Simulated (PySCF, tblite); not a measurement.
# CH₄NOSi₂−: excited states, first hyperpolarisability, part 2 of 2

tblite 0.8.0 and PySCF 2.14.0. Atoms count from 0. The steps go on from the part before.

## (5) Excited states: TDA B3LYP/aug-cc-pVDZ

What the job is given:

```
{"job": {"kind": "states", "xc": "B3LYP", "basis": "aug-cc-pVDZ", "tda": true, "soc": true, "nstates": 5, "ntriplets": 5, "nquad": 4}, "charge": -1, "multiplicity": 1}
C      2.669087    -0.561233    -1.220061
N      1.851079    -0.104342    -0.509364
Si     0.482551     0.500650     0.500966
Si    -1.682671    -0.432923     0.064855
O     -2.725453     0.190670     1.058393
H      1.013961     0.278551     1.891209
H      0.598800     1.988436     0.304851
H     -1.808393    -0.182594    -1.437767
H     -1.371213    -1.928056     0.118373
```

Level: TDA B3LYP/aug-cc-pVDZ excited states, vertical, gas phase, spin-orbit mean-field couplings.

Log:

```text
coarse grid: 8968 points
cycle   1  E = -749.3265792726  dE =  3.129e-01  |g| = 1.055e+00  |ddm| = 7.206e+00
cycle   2  E = -741.3528883827  dE =  7.974e+00  |g| = 3.547e+00  |ddm| = 5.841e+01
cycle   3  E = -749.5050733930  dE = -8.152e+00  |g| = 4.226e-01  |ddm| = 5.833e+01
cycle   4  E = -749.5496312085  dE = -4.456e-02  |g| = 3.360e-01  |ddm| = 1.612e+00
cycle   5  E = -749.5704927192  dE = -2.086e-02  |g| = 1.727e-01  |ddm| = 6.406e-01
cycle   6  E = -749.5768679953  dE = -6.375e-03  |g| = 4.758e-02  |ddm| = 2.757e-01
cycle   7  E = -749.5774441228  dE = -5.761e-04  |g| = 9.979e-03  |ddm| = 8.516e-02
cycle   8  E = -749.5774674931  dE = -2.337e-05  |g| = 2.352e-03  |ddm| = 2.259e-02
cycle   9  E = -749.5774693290  dE = -1.836e-06  |g| = 5.049e-04  |ddm| = 7.933e-03
final grid: 78752 points
cycle  10  E = -749.5937690073  dE = -4.211e-06  |g| = 2.686e-03  |ddm| = 7.345e-02
cycle  11  E = -749.5937636608  dE =  5.346e-06  |g| = 5.770e-03  |ddm| = 1.351e-02
cycle  12  E = -749.5937706159  dE = -6.955e-06  |g| = 7.812e-04  |ddm| = 8.146e-03
cycle  13  E = -749.5937707763  dE = -1.604e-07  |g| = 6.696e-05  |ddm| = 1.676e-03
cycle  14  E = -749.5937707771  dE = -7.542e-10  |g| = 5.351e-05  |ddm| = 2.593e-04
cycle  15  E = -749.5937707777  dE = -6.248e-10  |g| = 2.008e-05  |ddm| = 9.045e-05
converged SCF energy = -749.5937707777

Singlet excitations
state   eV       nm        f     d(h-e)  d(exc)  Lambda  PR(NTO)  |dmu|/D   mu/D   main configurations
  1   4.0766   304.1   0.01034   2.990   5.231   0.265   1.006   10.536    7.645   H->L 0.86, H->L+3 0.10
  2   4.2626   290.9   0.00573   0.091   4.553   0.297   1.005    3.195    6.028   H->L+1 0.59, H->L+3 0.30
  3   4.3380   285.8   0.00140   3.123   5.161   0.147   1.162   10.005    7.038   H-1->L 0.67, H-1->L+3 0.19
  4   4.3995   281.8   0.01589   3.841   5.312   0.237   1.209   12.501    9.563   H->L+2 0.88, H-1->L 0.09
  5   4.4037   281.5   0.06957   1.656   5.097   0.333   1.016                     H->L+3 0.50, H->L+1 0.39

Triplet excitations (Tamm-Dancoff)
state   eV     d(h-e)  d(exc)  Lambda  PR(NTO)   main configurations
  1   3.8638   1.901   4.108   0.335   1.012   H->L+3 0.47, H->L 0.40
  2   4.1577   3.088   5.247   0.313   1.004   H->L 0.56, H->L+3 0.35
  3   4.2356   2.104   4.248   0.199   1.003   H-1->L+3 0.51, H-1->L 0.36
  4   4.2475   1.583   4.752   0.259   1.015   H->L+1 0.75, H->L+4 0.11, H->L+2 0.10
  5   4.2542   2.947   4.840   0.251   1.015   H->L+2 0.81, H->L+1 0.10
S1 - T1 = 0.2129 eV

Spin-orbit couplings |<S|Hso|T>| (cm-1)
             T1       T2       T3       T4       T5
S0       29.150    5.861   13.524    7.910   15.292
S1        0.109    2.091   34.805    4.382    9.151
S2        6.574    1.824   16.674    3.942    6.148
S3       36.740   13.433    0.711    4.202    1.382
S4       11.334    8.353    1.938    6.142    2.861
S5        3.963    1.979   12.090    2.614    3.712
T1 sublevels (cm-1): 0.000 0.001 0.144   radiative rates (1/s): 151 376 74.7
```

Run time: 15 s. Hardware: 1 thread of Arm Neoverse V1, shared host; peak memory 0.6 GiB.

In short:

```csv
quantity,value
S1 less T1,0.21 eV
```

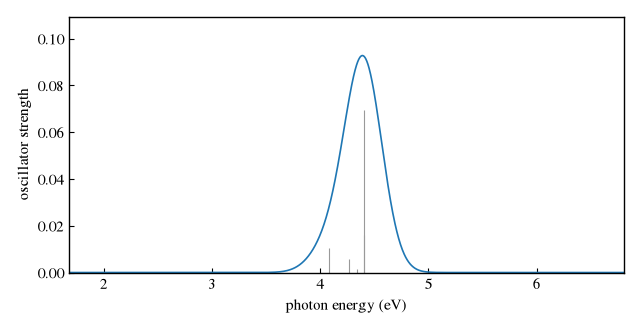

Absorption lines of the singlets. Lines are broadened to a width of 0.40 eV (Gaussian).

## (6) Excited states: TDDFT wB97X-D/aug-cc-pVDZ

Settings changed since step 5:

```diff
@@ -1,2 +1,2 @@
-{"job": {"kind": "states", "xc": "B3LYP", "basis": "aug-cc-pVDZ", "tda": true, "soc": true, "nstates": 5, "ntriplets": 5, "nquad": 4}, "charge": -1, "multiplicity": 1}
+{"job": {"kind": "states", "xc": "wB97X-D", "basis": "aug-cc-pVDZ", "tpa": true, "nstates": 6, "nquad": 5, "ntriplets": 0}, "charge": -1, "multiplicity": 1}
 C      2.669087    -0.561233    -1.220061
```

Level: TDDFT wB97X-D/aug-cc-pVDZ excited states, vertical, gas phase, two-photon moments by quadratic response.

Log:

```text
coarse grid: 8968 points
cycle   1  E = -749.2184256459  dE =  1.849e-01  |g| = 1.017e+00  |ddm| = 6.403e+00
cycle   2  E = -748.4358685363  dE =  7.826e-01  |g| = 2.119e+00  |ddm| = 5.951e+00
cycle   3  E = -749.4520868302  dE = -1.016e+00  |g| = 1.099e-01  |ddm| = 4.957e+00
cycle   4  E = -749.4534391608  dE = -1.352e-03  |g| = 1.103e-01  |ddm| = 4.850e-01
cycle   5  E = -749.4559150741  dE = -2.476e-03  |g| = 2.129e-02  |ddm| = 1.662e-01
cycle   6  E = -749.4560427846  dE = -1.277e-04  |g| = 6.104e-03  |ddm| = 7.649e-02
cycle   7  E = -749.4560577817  dE = -1.500e-05  |g| = 8.328e-04  |ddm| = 3.272e-02
cycle   8  E = -749.4560583499  dE = -5.682e-07  |g| = 2.928e-04  |ddm| = 8.003e-03
final grid: 78752 points
cycle   9  E = -749.4768545532  dE = -3.646e-05  |g| = 6.240e-03  |ddm| = 1.299e-01
cycle  10  E = -749.4768456574  dE =  8.896e-06  |g| = 9.165e-03  |ddm| = 2.385e-02
cycle  11  E = -749.4768631180  dE = -1.746e-05  |g| = 4.506e-04  |ddm| = 1.104e-02
cycle  12  E = -749.4768631867  dE = -6.873e-08  |g| = 2.459e-04  |ddm| = 2.259e-03
cycle  13  E = -749.4768632016  dE = -1.487e-08  |g| = 1.184e-04  |ddm| = 7.792e-04
cycle  14  E = -749.4768632049  dE = -3.283e-09  |g| = 2.886e-05  |ddm| = 2.171e-04
cycle  15  E = -749.4768632053  dE = -4.420e-10  |g| = 6.229e-06  |ddm| = 1.193e-04
converged SCF energy = -749.4768632053

Singlet excitations
state   eV       nm        f     d(h-e)  d(exc)  Lambda  PR(NTO)  |dmu|/D   mu/D   delta(TPA)   sigma/GM   main configurations
  1   4.5345   273.4   0.01105   0.214   3.701   0.256   1.033    1.432    4.647       19.07      0.144   H->L+2 0.29, H->L+1 0.16, H->L+13 0.11
  2   4.8054   258.0   0.00635   0.158   3.685   0.165   1.025    2.625    5.834       24.40      0.206   H-1->L+1 0.33, H-1->L+2 0.22, H-1->L+5 0.13
  3   4.9213   251.9   0.00237   1.293   4.757   0.195   1.031    3.523    0.674      611.97      5.430   H->L+1 0.62, H->L 0.19
  4   5.0796   244.1   0.08081   0.744   5.214   0.195   1.038    1.076    2.404      232.80      2.201   H->L 0.55, H->L+2 0.21, H->L+1 0.12
  5   5.2558   235.9   0.02650   1.990   4.509   0.162   1.058    6.947    7.274      148.41      1.502   H-1->L+1 0.52, H-1->L+2 0.19, H-1->L+7 0.08
  6   5.3732   230.7   0.00555   1.886   4.951   0.116   1.206                                            H-1->L 0.53, H-1->L+4 0.15
```

It took 19 s on 1 thread of Arm Neoverse V1, shared host; peak memory 0.61 GiB.

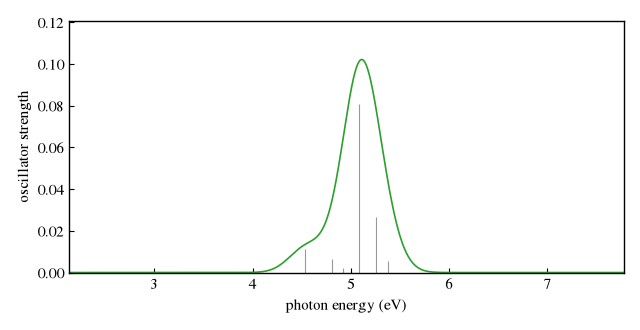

Absorption lines of the singlets. Lines are broadened to a width of 0.40 eV (Gaussian).

## (7) First hyperpolarisability: quadratic response LC-wPBE/aug-cc-pVDZ

Settings changed since step 6:

```diff
@@ -1,2 +1,2 @@
-{"job": {"kind": "states", "xc": "wB97X-D", "basis": "aug-cc-pVDZ", "tpa": true, "nstates": 6, "nquad": 5, "ntriplets": 0}, "charge": -1, "multiplicity": 1}
+{"job": {"kind": "beta", "xc": "LC-wPBE", "basis": "aug-cc-pVDZ", "wavelengths": [1064, 800]}, "charge": -1, "multiplicity": 1}
 C      2.669087    -0.561233    -1.220061
```

Level: quadratic response LC-wPBE/aug-cc-pVDZ first hyperpolarisability, Taylor convention, gas phase.

Log:

```text
coarse grid: 8968 points
cycle   1  E = -748.9843934867  dE =  1.383e-01  |g| = 1.015e+00  |ddm| = 6.254e+00
cycle   2  E = -748.5260391013  dE =  4.584e-01  |g| = 1.804e+00  |ddm| = 4.211e+00
cycle   3  E = -749.2174629709  dE = -6.914e-01  |g| = 8.478e-02  |ddm| = 3.050e+00
cycle   4  E = -749.2190659175  dE = -1.603e-03  |g| = 7.372e-02  |ddm| = 3.724e-01
cycle   5  E = -749.2201850365  dE = -1.119e-03  |g| = 1.594e-02  |ddm| = 1.184e-01
cycle   6  E = -749.2202712626  dE = -8.623e-05  |g| = 3.890e-03  |ddm| = 6.299e-02
cycle   7  E = -749.2202780891  dE = -6.826e-06  |g| = 8.005e-04  |ddm| = 1.802e-02
final grid: 78752 points
cycle   8  E = -749.2416663658  dE = -1.700e-05  |g| = 2.564e-03  |ddm| = 6.721e-02
cycle   9  E = -749.2416674266  dE = -1.061e-06  |g| = 2.034e-03  |ddm| = 1.050e-02
cycle  10  E = -749.2416682647  dE = -8.382e-07  |g| = 5.671e-04  |ddm| = 3.454e-03
cycle  11  E = -749.2416683429  dE = -7.814e-08  |g| = 1.859e-04  |ddm| = 1.282e-03
cycle  12  E = -749.2416683487  dE = -5.865e-09  |g| = 2.760e-05  |ddm| = 7.281e-04
cycle  13  E = -749.2416683492  dE = -4.272e-10  |g| = 2.566e-05  |ddm| = 1.631e-04
converged SCF energy = -749.2416683492

Lowest singlets (eV, f): 4.8818 0.0119  5.2264 0.0070  5.4156 0.0019

First hyperpolarisability (au)
process     nm      |vector|   parallel      HRS      DR
static         -      580.47    -332.87     217.27   7.734
shg       1064.0      702.06    -405.47     262.41   7.978
eope      1064.0      616.86    -354.53          -       -
shg        800.0      827.94    -481.28     308.98    8.22
eope       800.0      647.46    -372.78          -       -
```

It took 22 s on 1 thread of Arm Neoverse V1, shared host; peak memory 0.63 GiB.

## (8) What came out

The summary covers parts 1 to 2.

| quantity | value |
| --- | --- |
| strongest single infrared mode (GFN2-xTB) | 1785 cm⁻¹, 805 km/mol |
| zero-point energy (GFN2-xTB) | 26.4 kcal/mol |
| point group | Cs |
| rotational constants (main isotopes) | 9.92, 1.36, 1.23 GHz |
| S1 less T1 (step 5, TDA B3LYP/aug-cc-pVDZ) | 0.21 eV |
| β vector (step 7, quadratic response LC-wPBE/aug-cc-pVDZ) | static 580, SHG 1064.0 nm 702, SHG 800.0 nm 828 au |

In words: All 21 modes are real, so the xTB geometry is a minimum. The strongest single mode, at 1785 cm⁻¹, moves mainly H7 and H8. GFN2-xTB is a fitted tight-binding method: band positions and strengths are rough. Its intensities can rank the bands wrongly. The optimisation took 4 steps and gained 0.217 eV; among the close pairs (by a distance rule), Si2–Si3 changed most, from 2.313 to 2.398 Å (PBE0/def2-SVP). In step 5 some excited states are degenerate or nearly so. The anion's LUMO lies above zero, so it is an unbound level set by the basis, and the orbital gap is no excitation or fundamental gap. For an anion in the gas phase, states above the energy of detachment are held by the basis alone, so excitations and responses hang on it. In step 5, the number of triplets below S1 is 1, and the largest singlet-triplet spin-orbit coupling is S3–T1, 36.74 cm⁻¹. β grows from 580 au (static) to 828 au for doubling at 800.0 nm: normal dispersion, which grows as twice the photon energy moves toward the bright states.
